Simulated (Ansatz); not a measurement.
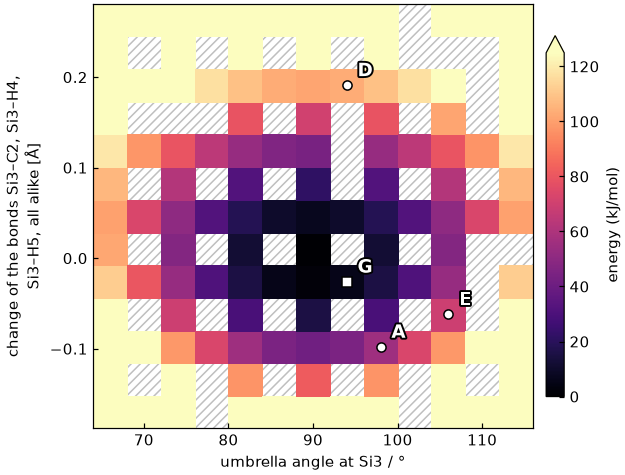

CH₂BSi, SMILES [B]=C=[SiH2], spin multiplicity 2. First axis: umbrella angle at Si3 (between each of its bonds and their common axis; 90 is planar). Second axis: change of the bonds Si3–C2, Si3–H4, Si3–H5, all alike. Nothing is relaxed (all other coordinates rigid). The scan uses a 13 × 13 grid; 110 points were computed and 14 follow by symmetry. At 45 points there is no value. Points are written as (first, second). Energies are in kJ/mol, from the lowest grid point. In part of the range the unrestricted reference is strongly spin-contaminated. Computed with Ansatz 0.2.0, UKS PBE0-D4/def2-TZVP.

Drawn: one coloured cell a grid point, one colour for all values above the top of the scale, hatched blanks where no value was computed, lettered points.

### Is G the lowest point of the computed grid?

No. G lies 5 kJ/mol above the lowest grid point, which is at (90°, 0.010 Å).

### Rank the lettered points by energy, lowest first.

G (5 kJ/mol), A (55 kJ/mol), E (69 kJ/mol), D (103 kJ/mol).
